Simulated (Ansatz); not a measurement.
# Run report: WH7OF, frequency calculation

System: WH7OF.
Method: RHF/def2-SVP (Ansatz 0.2.0).

It belongs to a series of runs on one base structure; here: vibrations at the highest image of the band. Figures and captions count atoms from 1; the log counts them from 0 in places.

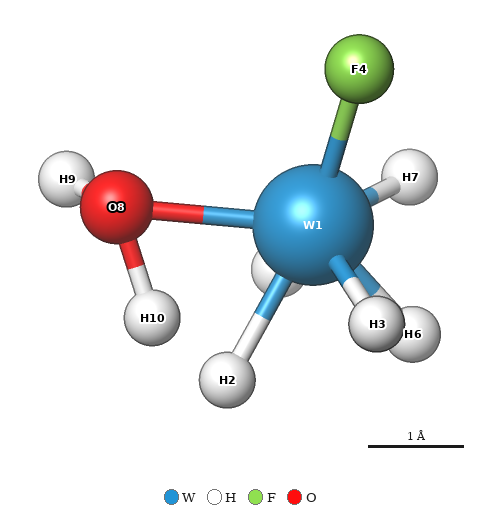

Figure 1. The input geometry (ball-and-stick view, seen at a tilt; atoms are numbered from 1 in the order of the input). Sticks mark near contacts. Bond lengths as drawn: F–W 1.90 Å, H–O 0.95 to 1.23 Å, H–W 1.65 to 1.87 Å and O–W 2.07 Å.

## Summary

- outcome: converged
- total energy: −6652.8578 eV
- mean-field energy: −6652.8578 eV
- largest force (length of the vector): 0.002 eV/Å
- hardware: 1 thread of Arm Neoverse V1, 24 GiB of memory available, shared host
- wall time: 1.7 min
- peak memory: 0.17 GiB

## Input
```yaml
crystal:
  periodic: [false, false, false]
  atoms:
    - { symbol: W, position_ang: [0.391646, 0.316161, -0.124219] }
    - { symbol: H, position_ang: [0.884032, -0.67689, 1.378758] }
    - { symbol: H, position_ang: [1.05923, -1.140898, -0.61325] }
    - { symbol: F, position_ang: [0.783629, 1.326551, -1.688558] }
    - { symbol: H, position_ang: [-0.748126, 0.424836, 1.096454] }
    - { symbol: H, position_ang: [-0.602001, -1.016095, -0.036112] }
    - { symbol: H, position_ang: [-1.18098, 0.563846, -0.561289] }
    - { symbol: O, position_ang: [1.467235, 1.401309, 1.277462] }
    - { symbol: H, position_ang: [1.103326, 2.058668, 1.855064] }
    - { symbol: H, position_ang: [1.248507, 0.248712, 1.634091] }
basis:
  gaussian: { orbitals: def2-SVP }
hamiltonian:
  xc: hf
phonons: {}
```

Launched with:
```bash
ansatz run input.yaml --threads 1 --pin off --max-ram 2048MiB --backend cpu --events-out ev --progress --plain --runs-dir out
```

## Log
```
Engine: ansatz 0.2.0, aarch64-unknown-linux-gnu
Functional definition: HF
  exchange = exact_x
  correlation = 0
1021 factors; integrals over basis functions are off by at most 5.0e-4 eV
mean field evaluation 1: about -6649.2114 eV, gradient 4.1e1 eV
mean field evaluation 2: about -6649.3983 eV, gradient 4.2e1 eV
mean field evaluation 4: about -6652.7965 eV, gradient 3.9e0 eV
mean field evaluation 8: about -6652.8576 eV, gradient 1.8e-1 eV
mean field -6652.85782693 eV, -244.4880156708 hartree, gradient 5.1e-5 eV, S^2 0.000000; 0 other end points of the search recorded, 0 dependent functions left out
the calculation of the forces begins
reference -6652.85782693 eV, -244.4880156708 hartree; 19, 19 occupied and 76, 76 virtual orbitals, 1021 factors
these checks for a lower state are left out or cut short: stability, starts, cluster_reference, orbital_swaps, neighbouring_geometries, increment
1021 factors; integrals over basis functions are off by at most 5.0e-4 eV
mean field evaluation 16: about -6652.8576 eV, gradient 1.3e-3 eV
mean field -6652.85764159 eV, -244.4880088595 hartree, gradient 3.3e-6 eV, S^2 0.000000; 0 other end points of the search recorded, 0 dependent functions left out
[... from here on the field's lines of each further geometry are left out, up to the last ...]
the calculation of the forces begins
reference -6652.85779085 eV, -244.4880143448 hartree; 19, 19 occupied and 76, 76 virtual orbitals, 1021 factors
these checks for a lower state are left out or cut short: stability, starts, cluster_reference, orbital_swaps, neighbouring_geometries, increment
1021 factors; integrals over basis functions are off by at most 5.0e-4 eV
mean field -6652.85778364 eV, -244.4880140797 hartree, gradient 2.8e-6 eV, S^2 0.000000; 0 other end points of the search recorded, 0 dependent functions left out
the calculation of the forces begins
reference -6652.85778364 eV, -244.4880140797 hartree; 19, 19 occupied and 76, 76 virtual orbitals, 1021 factors
WARN: phonons: modes at or below zero, which the zero-point energy, F, S and C_V leave out: 1, the lowest at -1776.89 cm⁻¹. A minimum has none, and a first-order saddle one
Total energy: -6652.85782693 eV, -244.4880156708 hartree
Atom 0 at     0.391646     0.316161    -0.124219 Å, force    -0.001802     0.000059    -0.000801 eV/Å
Atom 1 at     0.884032    -0.676890     1.378758 Å, force     0.000617     0.001042    -0.000132 eV/Å
Atom 2 at     1.059230    -1.140898    -0.613250 Å, force     0.000026    -0.000414     0.000565 eV/Å
Atom 3 at     0.783629     1.326551    -1.688558 Å, force     0.000359     0.000654    -0.001256 eV/Å
Atom 4 at    -0.748126     0.424836     1.096454 Å, force     0.000376    -0.000067     0.000609 eV/Å
Atom 5 at    -0.602001    -1.016095    -0.036112 Å, force     0.000462    -0.001042    -0.000698 eV/Å
Atom 6 at    -1.180980     0.563846    -0.561289 Å, force    -0.000241     0.000392    -0.000329 eV/Å
Atom 7 at     1.467235     1.401309     1.277462 Å, force    -0.000843    -0.002033    -0.000449 eV/Å
Atom 8 at     1.103326     2.058668     1.855064 Å, force     0.000989     0.000859     0.001062 eV/Å
Atom 9 at     1.248507     0.248712     1.634091 Å, force     0.000056     0.000550     0.001430 eV/Å
Dipole moment:     0.057259     0.199596     0.577142 e Å
Vibrations: -1776.89 163.06 352.49 365.99 558.41 588.38 612.50 667.11 693.68 792.24 872.44 966.77 993.61 1058.63 1164.18 1231.65 1405.66 1881.70 2073.90 2165.16 2186.84 2229.76 2268.43 4157.11 cm⁻¹, zero-point energy 1.825650 eV
```

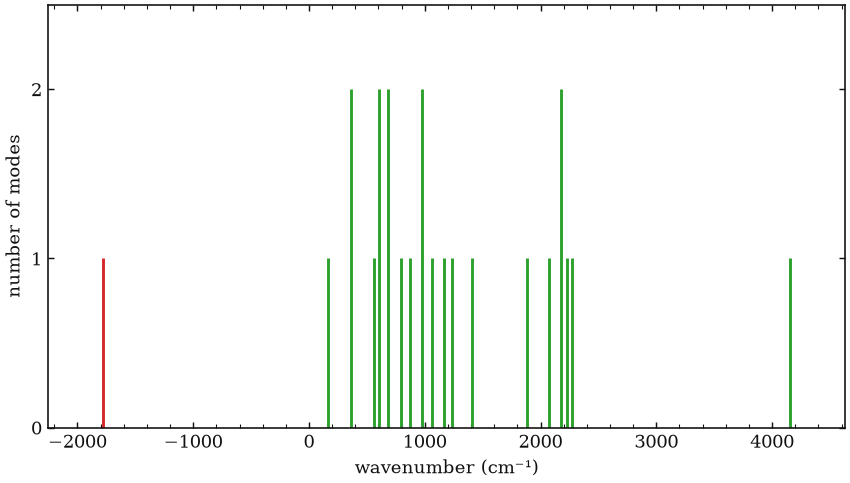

Figure 2. Harmonic vibrational wavenumbers from the force constants; neighbouring modes closer than 27 cm⁻¹ are counted in one stick, and imaginary ones are drawn at negative wavenumbers. 24 modes from 1777i to 4157 cm⁻¹, 1 imaginary beyond 8i (1777i cm⁻¹): a first-order saddle point, if the geometry is stationary.
